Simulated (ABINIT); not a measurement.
# SnO2 (Cassiterite): a self-consistent loop beyond G0W0, cycle by cycle

How far does self-consistency move the gap of SnO2 (Cassiterite)?

Calculated with ABINIT 10.8.3; PBE and many-body steps on it, plane waves.

**What was measured.**

- Gap 3.6 eV: experimental gap quoted from earlier work; bulk crystal (quoted in “Study on the Photocatalytic Properties of Flower-Shaped SnO2”, 2022, pmc:9565917).

## 1. Set-up

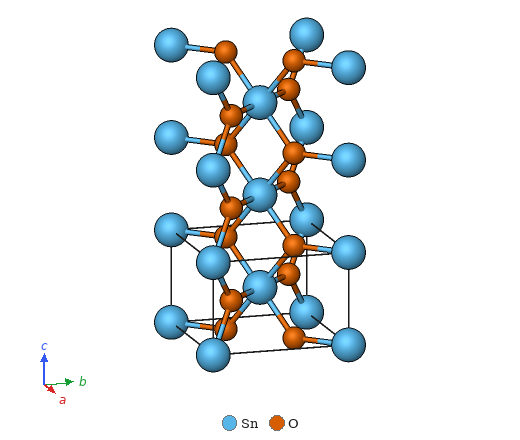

The starting structure, seen slightly off an axis (tin blue, oxygen orange). 1×1×3 cells are drawn. Some periodic images of atoms are drawn too.

Structure file:

```cif
data_structure
_symmetry_space_group_name_H-M 'P4_2/mnm'
_symmetry_Int_Tables_number 136
_cell_length_a 4.7380
_cell_length_b 4.7380
_cell_length_c 3.1865
_cell_angle_alpha 90.000
_cell_angle_beta 90.000
_cell_angle_gamma 90.000
_cell_volume 71.53
loop_
_atom_site_label
_atom_site_type_symbol
_atom_site_symmetry_multiplicity
_atom_site_Wyckoff_symbol
_atom_site_fract_x
_atom_site_fract_y
_atom_site_fract_z
_atom_site_occupancy
Sn1 Sn 2 a 0.00000 0.00000 0.00000 1
O1 O 4 f 0.30710 0.30710 0.00000 1
```

The cell and positions come from the Crystallography Open Database and are kept as given unless a step says otherwise.

## 2. Empty states on the mesh, 4×4×4 mesh, 89 bands

This step: ABINIT 10.8.3; DFT, PBE, plane waves, norm-conserving pseudopotentials.

The sums over transitions need many empty states on a uniform mesh; this step solves for them.

Input file run.abi:

```
acell 3*1.0 Angstrom
rprim 
  4.738000000000 0.000000000000 0.000000000000
  0.000000000000 4.738000000000 0.000000000000
  0.000000000000 0.000000000000 3.186500000000
ntypat 2
znucl 50 8
natom 6
typat 1 1 2 2 2 2
xred 
  0.000000000000 0.000000000000 0.000000000000
  0.500000000000 0.500000000000 0.500000000000
  0.307100000000 0.307100000000 0.000000000000
  0.192900000000 0.807100000000 0.500000000000
  0.692900000000 0.692900000000 0.000000000000
  0.807100000000 0.192900000000 0.500000000000
pp_dirpath "pseudos"
pseudos "Sn.upf, O.upf"
ecut 42
ngkpt 4 4 4
nshiftk 1
shiftk 0 0 0
kptopt 1
chksymbreak 0
iscf -2
irdden 1
istwfk *1
nband 89
nbdbuf 8
tolwfr 1e-09
nstep 60
prtvol 0
indata_prefix "in"
outdata_prefix "out"
tmpdata_prefix "tmp"
```

Command:

```bash
$ OMP_NUM_THREADS=1 mpirun -n 4 abinit run.abi > log
```

Numbers of over 12 decimals in the logs are rounded to 6 here.

Output:

```text
.Version 10.8.3 of ABINIT. v10.8.2 released Aug 2026.

 Symmetries : space group P4_2/m n m (#136); Bravais tP (primitive tetrag.)
[... echo of the input left out ...]
== DATASET  1 ==================================================================
-   mpi_nproc: 4, omp_nthreads: 1 (-1 if OMP is not activated)

--- !DatasetInfo
iteration_state: {dtset: 1, }
dimensions: {natom: 6, nkpt: 18, mband: 89, nsppol: 1, nspinor: 1, nspden: 1, mpw: 6312, }
cutoff_energies: {ecut:  42.0, pawecutdg:  -1.0, }
[...]
1.51977    1.52386    1.52579    1.52579    1.52593    1.60083    1.62420    1.62420
   1.63025    1.64301    1.71809    1.75632    1.75632    1.83100    1.83190    1.83219
   1.84918
 prteigrs : prtvol=0 or 1, do not print more k-points.

== END DATASET(S) ==============================================================
================================================================================

 -outvars: echo values of variables after computation  --------
            nband          89
             nkpt          18
          spgroup         136
 [... the other variables as echoed above ...]

 Calculation completed.
```

Wall time 68 s (4 MPI ranks of Arm Neoverse V1, shared host); peak memory 0.44 GiB.

This step gave:

```
gap                                                           : 1.284 eV
k of the valence top                                          : 0, 0, 0
k of the conduction bottom                                    : 0, 0, 0
least direct gap                                              : 1.284 eV
k points computed                                             : 18
lowest point of the top converged band, above the valence top : 36.96 eV
```

On this mesh the gap is 1.284 eV.

The density comes from a self-consistent run that is not shown.

## 3. Screening, 4×4×4 mesh, 81 bands, screening to 106.1 eV

The RPA dielectric matrix is built and inverted for each q.

This step: RPA screening on PBE, plane waves, norm-conserving pseudopotentials.

Changes to run.abi since step 2:

```diff
@@ -24,10 +24,11 @@
 chksymbreak 0
-iscf -2
-irdden 1
 istwfk *1
-nband 89
-nbdbuf 8
-tolwfr 1e-09
-nstep 60
-prtvol 0
+occopt 1
+irdwfk 1
+optdriver 3
+nband 81
+ecuteps 3.9
+inclvkb 2
+awtr 1
+symchi 1
 indata_prefix "in"
```

Output:

```text
.Version 10.8.3 of ABINIT. v10.8.2 released Aug 2026.

 Symmetries : space group P4_2/m n m (#136); Bravais tP (primitive tetrag.)
[... echo of the input left out ...]
== DATASET  1 ==================================================================
-   mpi_nproc: 4, omp_nthreads: 1 (-1 if OMP is not activated)

--- !DatasetInfo
iteration_state: {dtset: 1, }
dimensions: {natom: 6, nkpt: 18, mband: 81, nsppol: 1, nspinor: 1, nspden: 1, mpw: 6312, }
cutoff_energies: {ecut:  42.0, pawecutdg:  -1.0, }
electrons: {nelect:   6.80000000E+01, charge:   0.00000000E+00, occopt:   1.00000000E+00, tsmear:   1.00000000E-02, }

 SCREENING: Calculation of the susceptibility and dielectric matrices

 Based on a program developped by R.W. Godby, V. Olevano, G. Onida, and L. Reining.
 Incorporated in ABINIT by V. Olevano, G.-M. Rignanese, and M. Torrent.
.Using double precision arithmetic ; gwpc =  8

[... cell and pseudopotentials left out ...]
--------------------------------------------------------------------------------

 ==== K-mesh for the wavefunctions ====
 Number of points in the irreducible wedge :    18
[... list of points left out ...]
 Together with 16 symmetry operations and time-reversal symmetry
 yields    64 points in the full Brillouin Zone.

 ==== Q-mesh for the screening function ====
 Number of points in the irreducible wedge :    18
[... list of points left out ...]
 Together with 16 symmetry operations and time-reversal symmetry
 yields    64 points in the full Brillouin Zone.

 setmesh: FFT mesh size selected  =    36x   36x   24
          total number of points  =        31104

 vcoul_init : cutoff-mode = AUXILIARY_FUNCTION
 q-points for optical limit:   1
     1)      0.000010    0.000020    0.000030

- screening: taking advantage of time-reversal symmetry
- Maximum band index for partially occupied states nbvw = 34
- Remaining bands to be divided among processors   nbcw = 47
- Number of bands treated by each node ~11

 Number of electrons calculated from density =   68.0000; Expected =   68.0000
 average of density, n =  0.140867
 r_s =    1.1923
 omega_plasma =   36.2043 [eV]

 calculating chi0 at frequencies [eV] :
  1    0.000000E+00    0.000000E+00
  2    0.000000E+00    3.620427E+01

--------------------------------------------------------------------------------
  q-point number  1        q = ( 0.000000, 0.000000, 0.000000) [r.l.u.]
--------------------------------------------------------------------------------
[... chi0 elements left out ...]
 For q-point:  0.000010 0.000020 0.000030
  dielectric constant =   4.5446
  dielectric constant without local fields =   4.7463

  Average fulfillment of the sum rule on Im[epsilon] for q-point    1 :     31.04  [%]
[... wings left out ...]
  q-point number  2        q = ( 0.250000, 0.000000, 0.000000) [r.l.u.]
--------------------------------------------------------------------------------
[... chi0 elements left out ...]
  Average fulfillment of the sum rule on Im[epsilon] for q-point    2 :     44.28  [%]

 [... 16 further q-points ...]
```

Run time: 2.7 min. Hardware: 4 MPI ranks; peak memory 2.3 GiB.

This step gave:

```
ε∞ with local fields, on this mesh, along the program's q direction : 4.545
the same without local fields                                       : 4.746
plasma frequency                                                    : 36.20 eV
plane waves in the screening matrix                                 : 177
```

Local fields lower ε∞ by 4 %. On a Γ-centred mesh this coarse the value itself is usually too large, while a short band sum pulls it down.

## 4. G0W0

The self-energy is evaluated for the states that the input lists, and the levels follow from it, in one-shot runs by the linearised quasiparticle equation.

This step: G0W0 on PBE, plane waves, norm-conserving pseudopotentials.

Changes to run.abi since step 3:

```diff
@@ -27,8 +27,15 @@
 irdwfk 1
-optdriver 3
+optdriver 4
 nband 81
+gwcalctyp 0
+ecutsigx 42
+symsigma 1
+nkptgw 1
+kptgw 
+  0.0000000000 0.0000000000 0.0000000000
+bdgw 
+  32 36
 ecuteps 3.9
-inclvkb 2
-awtr 1
-symchi 1
+irdscr 1
+ppmodel 1
 indata_prefix "in"
```

Output:

```text
.Version 10.8.3 of ABINIT. v10.8.2 released Aug 2026.

 Symmetries : space group P4_2/m n m (#136); Bravais tP (primitive tetrag.)
[... echo of the input left out ...]
== DATASET  1 ==================================================================
-   mpi_nproc: 4, omp_nthreads: 1 (-1 if OMP is not activated)

--- !DatasetInfo
iteration_state: {dtset: 1, }
dimensions: {natom: 6, nkpt: 18, mband: 81, nsppol: 1, nspinor: 1, nspden: 1, mpw: 6312, }
cutoff_energies: {ecut:  42.0, pawecutdg:  -1.0, }
electrons: {nelect:   6.80000000E+01, charge:   0.00000000E+00, occopt:   1.00000000E+00, tsmear:   1.00000000E-02, }

 SIGMA: Calculation of the GW corrections

 Based on a program developped by R.W. Godby, V. Olevano, G. Onida, and L. Reining.
 Incorporated in ABINIT by V. Olevano, G.-M. Rignanese, and M. Torrent.
.Using double precision arithmetic ; gwpc =  8

[... cell and pseudopotentials left out ...]
--------------------------------------------------------------------------------

 ==== K-mesh for the wavefunctions ====
 Number of points in the irreducible wedge :    18
[... list of points left out ...]
 Together with 16 symmetry operations and time-reversal symmetry
 yields    64 points in the full Brillouin Zone.

 ==== Q-mesh for screening function ====
 Number of points in the irreducible wedge :    18
[... list of points left out ...]
 Together with 16 symmetry operations and time-reversal symmetry
 yields    64 points in the full Brillouin Zone.

 vcoul_init : cutoff-mode = AUXILIARY_FUNCTION
 q-points for optical limit:   1
     1)      0.000010    0.000020    0.000030
 setmesh: FFT mesh size selected  =    54x   54x   36
          total number of points  =       104976

 Number of electrons calculated from density =   68.0000; Expected =   68.0000
 average of density, n =  0.140867
 r_s =    1.1923
 omega_plasma =   36.2043 [eV]

 === KS Band Gaps ===
  >>>> For spin  1
   Minimum direct gap =   1.2836 [eV], located at k-point      :   0.0000  0.0000  0.0000
   Fundamental gap    =   1.2836 [eV], Top of valence bands at :   0.0000  0.0000  0.0000
                                       Bottom of conduction at :   0.0000  0.0000  0.0000
 SIGMA fundamental parameters:
 PLASMON POLE MODEL  1
 number of plane-waves for SigmaX                 6273
 number of plane-waves for SigmaC and W            177
 number of plane-waves for wavefunctions          6273
 number of bands                                    81
 number of independent spin polarizations            1
 number of spinorial components                      1
 number of k-points in IBZ                          18
 number of q-points in IBZ                          18
 number of symmetry operations                      16
 number of k-points in BZ                           64
 number of q-points in BZ                           64
 number of frequencies for dSigma/dE                 9
 frequency step for dSigma/dE [eV]                0.25
 number of omega for Sigma on real axis              0
 max omega for Sigma on real axis  [eV]           0.00
 zcut for avoiding poles [eV]                     0.10

 EPSILON^-1 parameters (SCR file):
 dimension of the eps^-1 matrix on file            177
 dimension of the eps^-1 matrix used               177
 number of plane-waves for wavefunctions          6273
 number of bands                                    81
 number of q-points in IBZ                          18
 number of frequencies                               2
 number of real frequencies                          1
 number of imag frequencies                          1

 matrix elements of self-energy operator (all in [eV])

 Perturbative Calculation

--- !SelfEnergy_ee
iteration_state: {dtset: 1, }
kpoint     : [   0.000,    0.000,    0.000, ]
spin       : 1
KS_gap     :    1.284
QP_gap     :    2.790
Delta_QP_KS:    1.506
data: !SigmaeeData |
     Band     E0 <VxcDFT>   SigX SigC(E0)      Z dSigC/dE  Sig(E)    E-E0       E
       32   6.013 -20.016 -25.535   5.262   0.791  -0.264 -20.219  -0.203   5.810
       33   6.013 -20.016 -25.535   5.262   0.791  -0.264 -20.219  -0.203   5.810
       34   6.777 -20.351 -26.231   5.613   0.790  -0.265 -20.562  -0.211   6.566
       35   8.061 -16.498 -12.586  -2.381   0.846  -0.182 -15.203   1.295   9.356
       36  12.920 -16.302 -10.641  -3.350   0.839  -0.192 -14.363   1.939  14.858

== END DATASET(S) ==============================================================
================================================================================

 -outvars: echo values of variables after computation  --------
           etotal      0.0000000000E+00
            nband          81
             nkpt          18
          spgroup         136
 [... the other variables as echoed above ...]

 Calculation completed.
```

Elapsed: 7.6 s, on 4 MPI ranks; peak memory 1.7 GiB.

Numbers from this step:

```
G0W0 gap on the points computed              : 2.79 eV
starting gap on the mesh                     : 1.284 eV
k of the valence top                         : 0, 0, 0
k of the conduction bottom                   : 0, 0, 0
Z at the valence top                         : 0.79
Z at the conduction bottom                   : 0.846
least direct G0W0 gap on the computed points : 2.79 eV
```

The gap on the mesh goes from 1.28 eV to 2.79 eV, a correction of +1.51 eV.

## 5. evGW0, cycle 1

This step: evGW0 on PBE, plane waves, norm-conserving pseudopotentials.

Changes to run.abi since step 4:

```diff
@@ -29,10 +29,44 @@
 nband 81
-gwcalctyp 0
+gwcalctyp 10
 ecutsigx 42
 symsigma 1
-nkptgw 1
+nkptgw 18
 kptgw 
   0.0000000000 0.0000000000 0.0000000000
+  0.2500000000 0.0000000000 0.0000000000
+  0.5000000000 0.0000000000 0.0000000000
+  0.2500000000 0.2500000000 0.0000000000
+  0.5000000000 0.2500000000 0.0000000000
+  0.5000000000 0.5000000000 0.0000000000
+  0.0000000000 0.0000000000 0.2500000000
+  0.2500000000 0.0000000000 0.2500000000
+  0.5000000000 0.0000000000 0.2500000000
+  0.2500000000 0.2500000000 0.2500000000
+  0.5000000000 0.2500000000 0.2500000000
+  0.5000000000 0.5000000000 0.2500000000
+  0.0000000000 0.0000000000 0.5000000000
+  0.2500000000 0.0000000000 0.5000000000
+  0.5000000000 0.0000000000 0.5000000000
+  0.2500000000 0.2500000000 0.5000000000
+  0.5000000000 0.2500000000 0.5000000000
+  0.5000000000 0.5000000000 0.5000000000
 bdgw 
-  32 36
+  23 40
+  23 40
+  23 40
+  23 40
+  23 40
+  23 40
+  23 40
+  23 40
+  23 40
+  23 40
+  23 40
+  23 40
+  23 40
+  23 40
+  23 40
+  23 40
+  23 40
+  23 40
 ecuteps 3.9
```

Output:

```text
.Version 10.8.3 of ABINIT. v10.8.2 released Aug 2026.

 Symmetries : space group P4_2/m n m (#136); Bravais tP (primitive tetrag.)
[... echo of the input left out ...]
== DATASET  1 ==================================================================
-   mpi_nproc: 4, omp_nthreads: 1 (-1 if OMP is not activated)

--- !DatasetInfo
iteration_state: {dtset: 1, }
dimensions: {natom: 6, nkpt: 18, mband: 81, nsppol: 1, nspinor: 1, nspden: 1, mpw: 6312, }
cutoff_energies: {ecut:  42.0, pawecutdg:  -1.0, }
electrons: {nelect:   6.80000000E+01, charge:   0.00000000E+00, occopt:   1.00000000E+00, tsmear:   1.00000000E-02, }

 SIGMA: Calculation of the GW corrections

 Based on a program developped by R.W. Godby, V. Olevano, G. Onida, and L. Reining.
 Incorporated in ABINIT by V. Olevano, G.-M. Rignanese, and M. Torrent.
.Using double precision arithmetic ; gwpc =  8

[... cell and pseudopotentials left out ...]
--------------------------------------------------------------------------------

 ==== K-mesh for the wavefunctions ====
 Number of points in the irreducible wedge :    18
[... list of points left out ...]
 Together with 16 symmetry operations and time-reversal symmetry
 yields    64 points in the full Brillouin Zone.

 ==== Q-mesh for screening function ====
 Number of points in the irreducible wedge :    18
[... list of points left out ...]
 Together with 16 symmetry operations and time-reversal symmetry
 yields    64 points in the full Brillouin Zone.

 vcoul_init : cutoff-mode = AUXILIARY_FUNCTION
 q-points for optical limit:   1
     1)      0.000010    0.000020    0.000030
 setmesh: FFT mesh size selected  =    54x   54x   36
          total number of points  =       104976

 Number of electrons calculated from density =   68.0000; Expected =   68.0000
[...]
spin       : 1
KS_gap     :    6.498
QP_gap     :    8.946
Delta_QP_KS:    2.448
data: !SigmaeeData |
     Band     E_DFT   <VxcDFT>   E(N-1)  <Hhartree>   SigX  SigC[E(N-1)]    Z     dSigC/dE  Sig[E(N)]  DeltaE  E(N)_pert E(N)_diago
[...]
--- !SelfEnergy_ee
iteration_state: {dtset: 1, }
kpoint     : [   0.500,    0.500,    0.500, ]
spin       : 1
KS_gap     :    5.756
QP_gap     :    8.081
Delta_QP_KS:    2.325
data: !SigmaeeData |
     Band     E_DFT   <VxcDFT>   E(N-1)  <Hhartree>   SigX  SigC[E(N-1)]    Z     dSigC/dE  Sig[E(N)]  DeltaE  E(N)_pert E(N)_diago
[...]
39    17.849   -15.740    17.849    33.589    -8.992    -4.192     0.821    -0.219   -13.643     2.097    19.945    20.404
       40    17.849   -15.740    17.849    33.589    -8.992    -4.192     0.821    -0.219   -13.643     2.097    19.945    20.404

 New Fermi energy :        2.958616E-01 Ha ,    8.050805E+00 eV

 === QP Band Gaps ===
  >>>> For spin  1
   Minimum direct gap =   3.0816 [eV], located at k-point      :   0.0000  0.0000  0.0000
   Fundamental gap    =   3.0816 [eV], Top of valence bands at :   0.0000  0.0000  0.0000
                                       Bottom of conduction at :   0.0000  0.0000  0.0000

 writing QP data on file : out_QPS

 Convergence of QP corrections
 >>>>> For spin  1 <<<<<
.  kptgw no:  1; Maximum DeltaE = (   0.000   0.000) for band index: 18
.  kptgw no:  2; Maximum DeltaE = (   1.939  -0.001) for band index: 18
.  kptgw no:  3; Maximum DeltaE = (   1.873  -0.000) for band index: 18
[...]
.  kptgw no: 17; Maximum DeltaE = (  -0.501   0.000) for band index: 14
.  kptgw no: 18; Maximum DeltaE = (   2.044   0.000) for band index: 18

== END DATASET(S) ==============================================================
================================================================================

 -outvars: echo values of variables after computation  --------
           etotal      0.0000000000E+00
            nband          81
             nkpt          18
          spgroup         136
 [... the other variables as echoed above ...]

 Calculation completed.
```

Wall time 8.3 min (4 MPI ranks); peak memory 3.6 GiB.

This step gave:

* quasiparticle gap on the mesh: 3.082 eV
* gap of the density functional on the mesh: 1.284 eV
* k of the valence top: 0, 0, 0
* k of the conduction bottom: 0, 0, 0
* Z at the valence top: 0.79
* Z at the conduction bottom: 0.846
* least direct quasiparticle gap on the computed points: 3.082 eV

Against G0W0 in ABINIT (4×4×4 mesh, 81 bands, screening to 106.1 eV, Godby-Needs plasmon pole), the gap moves by +0.292 eV. This first cycle still uses the starting levels; it takes the full correction, at all points of the mesh, and its linearised value is 2.790 eV.

## 6. evGW0, cycle 2

The corrected levels of the last cycle go back in.

Changes to run.abi since step 5:

```diff
@@ -74,2 +74,3 @@
 ppmodel 1
+irdqps 1
 indata_prefix "in"
```

Output:

```text
.Version 10.8.3 of ABINIT. v10.8.2 released Aug 2026.

 Symmetries : space group P4_2/m n m (#136); Bravais tP (primitive tetrag.)
[... echo of the input left out ...]
== DATASET  1 ==================================================================
-   mpi_nproc: 4, omp_nthreads: 1 (-1 if OMP is not activated)

--- !DatasetInfo
iteration_state: {dtset: 1, }
dimensions: {natom: 6, nkpt: 18, mband: 81, nsppol: 1, nspinor: 1, nspden: 1, mpw: 6312, }
cutoff_energies: {ecut:  42.0, pawecutdg:  -1.0, }
[...]
.  kptgw no:  3; Maximum DeltaE = (  -0.120   0.000) for band index: 17
[...]
.  kptgw no: 17; Maximum DeltaE = (  -0.189   0.000) for band index: 17
.  kptgw no: 18; Maximum DeltaE = (  -0.164  -0.000) for band index: 17

== END DATASET(S) ==============================================================
================================================================================

 -outvars: echo values of variables after computation  --------
           etotal      0.0000000000E+00
            nband          81
             nkpt          18
          spgroup         136
 [... the other variables as echoed above ...]

 Calculation completed.
```

It took 8.3 min on 4 MPI ranks; peak memory 3.6 GiB.

This step gave:

```yaml
quasiparticle_gap_on_the_mesh: 3.019 eV
gap_of_the_density_functional_on_the_mesh: 1.284 eV
k_of_the_valence_top: 0, 0, 0
k_of_the_conduction_bottom: 0, 0, 0
least_direct_quasiparticle_gap_on_the_computed_points: 3.019 eV
```

Against the cycle before, the gap moves by −0.063 eV.

[end of part 1 of 3]

[Paths, hosts, dates, memory and timing lines, banners, echoed tables and standing remarks are left out of the program output.]

[Logs are printed without paths, hosts, clocks, repeated set-up lines and the standing remarks that a program may print on its own settings, such as how far it seeks lower states.]

[Runs of the session that timed out or met a known fault of the program may be left out.]

[Hosts, paths, dates, database ids (printed as entryN), source tags and the programs' standing remarks are cut or masked in the printed files.]

[G0W0 gaps are taken among the corrected bands and points alone; a level outside them can change the order at an edge.]

[Where Ansatz stands beside ABINIT at settings called matched, ABINIT's density can come from a denser mesh and the files from another edition; pairs whose starting gaps differed by over 0.03 eV were left out, so agreement reads better than it is.]
